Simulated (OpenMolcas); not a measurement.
**Cu³⁺ among point charges: CASSCF and CASPT2 levels and susceptibility**

How does a field of 6 point charges split the states of Cu³⁺, and what χT follows?

The numbers are computed with OpenMolcas 26.06 (state-averaged CASSCF and CASPT2, spin-orbit coupling by RASSI with atomic mean-field integrals), except any that are marked as measured or tabulated.

### 1 What is computed

```
Species                           : Cu³⁺ (copper, Z = 29, 26 electrons)
Basis                             : ANO-RCC-VDZP [5s4p2d1f], 34 functions
Scalar Hamiltonian                : DKH2, point nucleus
Inactive shells                   : 1s 2s 2p 3s 3p
Active space                      : 8 electrons in 5 orbitals (3d)
Some configurations of this space : 3d⁸
Orbitals                          : optimised for each spin and parity, averaged over all roots
```

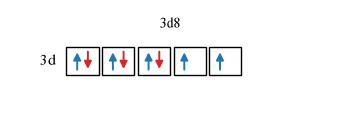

The shells outside the core, filled by Hund's rule for the drawing.

The ion sits among 6 point charges of -1.6 e arranged as an octahedron (Oh), 2.08 Å from the ion.

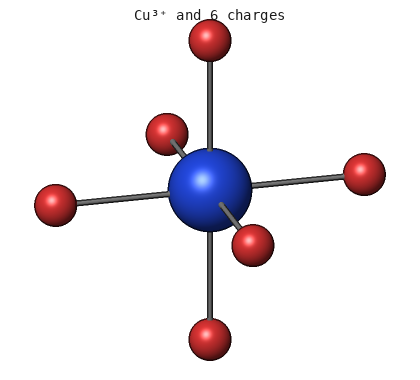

The ion and the point charges (red).

Each step is its own input file, run in one work folder so that later steps find the files of earlier ones. Labels, J, g values, rates, χT and fits are worked out afterwards by a script from the matrices that RASSI stores. The input lists half of the charges; inversion (Group=XYZ) makes the rest.

### 2 One- and two-electron integrals

a.inp

```
&GATEWAY
Coord
1

Cu 0.0 0.0 0.0
Basis=ANO-RCC-VDZP
Group=XYZ
NoMove
AngMom=0.0 0.0 0.0
AMFI
XField
3 Angstrom 0
2.080000 0.000000 0.000000 -1.600000
0.000000 2.080000 0.000000 -1.600000
0.000000 0.000000 2.080000 -1.600000
&SEWARD
```

Run with:

```console
$ OMP_NUM_THREADS=1 MOLCAS_MEM=1689 MOLCAS_PROJECT=a pymolcas a.inp > a.log
```

### 3 CASSCF: triplets of even parity, 10 roots

a.inp

```
&RASSCF
FileOrb=start.orb
Symmetry=1
Spin=3
nActEl=8 0 0
Inactive=3 6
Ras2=5 0
CIRoot=10 10 1
SDav=10
CIMx=300
Iter=120 100
PrWF=0.3
OrbListing=Nothing
MaxOrb=0
>>> COPY $Project.JobIph JOB001
```

start.orb holds the contracted functions of the basis, ordered by shell, or the orbitals of the step before.

### 4 Reference wave functions, singlets of even parity, 15 roots

a.inp

```
&RASSCF
FileOrb=start.orb
Symmetry=1
Spin=1
nActEl=8 0 0
Inactive=3 6
Ras2=5 0
CIRoot=15 15 1
SDav=15
CIMx=300
Iter=120 100
PrWF=0.3
OrbListing=Nothing
MaxOrb=0
>>> COPY $Project.JobIph JOB002
```

### 5 RASSI: spin-orbit coupling between the states

a.inp

```
&RASSI
NrOfJobIphs=2 10 15
1 2 3 4 5 6 7 8 9 10
1 2 3 4 5 6 7 8 9 10 11 12 13 14 15
IphNames
JOB001
JOB002
EJob
SpinOrbit
DIPRint=1.0
SOCoupling=1000.0
Subsets=2
Property=9
'ANGMOM' 1 'ANGMOM' 2 'ANGMOM' 3 'MLTPL  1' 1 'MLTPL  1' 2 'MLTPL  1' 3
'AMFI' 1 'AMFI' 2 'AMFI' 3
SOProperty=3
'ANGMOM' 1 'ANGMOM' 2 'ANGMOM' 3
```

### 6 CASPT2: IPEA 0.25, imaginary shift 0.1 (closed shells correlated: 3s 3p)

a.inp

```
>>> COPY JOB001 $Project.JobIph
&CASPT2
Multistate=10 1 2 3 4 5 6 7 8 9 10
NoMult
Frozen=2 3
IPEA=0.25
Imaginary=0.1
MaxIter=60
WThr=0.0 0.3 0.05
PrWF=0.5
NoMix
>>> COPY JOB002 $Project.JobIph
&CASPT2
Multistate=15 1 2 3 4 5 6 7 8 9 10 11 12 13 14 15
NoMult
Frozen=2 3
IPEA=0.25
Imaginary=0.1
MaxIter=60
WThr=0.0 0.3 0.05
PrWF=0.5
NoMix
```

(Steps that only read results are left out.)

Before running it: what results should come out? Wanted: spin-free ground state; first state of the same spin within the active space; lowest level; next level.

The runs gave:

| quantity | value |
| --- | --- |
| method | SS-CASPT2, IPEA 0.25, imaginary shift 0.1 (closed shells correlated: 3s 3p) |
| spin-free ground state | 3A2, 1-fold in its orbital part |
| first state of the same spin within the active space | 3T2 at 1310 cm⁻¹ |
| lowest level | 3-fold T2 |
| next level | 1230.8 cm⁻¹ |
| χT at 300 K | 2.83 cm³ K/mol |
| effective moment at 300 K | 4.76 μB |

Cost by method:

| method | time of its own steps | time with the reference |
| --- | --- | --- |
| A. CASSCF | 3.9 s | 3.9 s |
| B. SS-CASPT2, IPEA 0.25, imaginary shift 0.1, +3s 3p | 1.2 s | 5.1 s |

Times are of one thread on a shared host.

The spin-free ground state (3A2) comes to 100 % from free-ion F terms and keeps the highest spin of the shell. χT at 300 K is 2.83, against 1.00 cm³ K/mol for the spin alone, so orbital moment adds to it. CASPT2 does not keep the components of a term degenerate, and the means are used. The field of point charges can differ much from that of real complexes. Point charges carry no covalency, so the field is a model and not that of real ligands.
